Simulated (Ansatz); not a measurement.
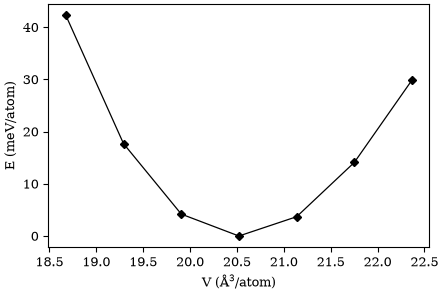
Figure: SnGe$_{3}$ in space group I4/mmm (No. 139; Sn on 2a, Ge on 4d, Ge on 2b) under volume change, DFT-PBEsol in the program Ansatz with PAW potentials, shape and atoms relaxed at each volume.

What does a third-order Birch–Murnaghan fit give for V₀, B₀ and B′?

V₀ = 20.52 Å³/atom, B₀ = 68.0 GPa, B′ = 4.8.

The first step of the workflow began from a Materials Project structure, measured or hypothetical; the Crystallography Open Database copy checked does not list it. Its standing as an ambient phase is unchecked. Symmetry was held in the PBEsol relaxation; phonons show weakly imaginary modes. Its formation energy is positive at this level, so the cell may be metastable or incomplete. Spin–orbit coupling is left out wherever it is not named.

Potentials: the later of the program's two PAW sets.
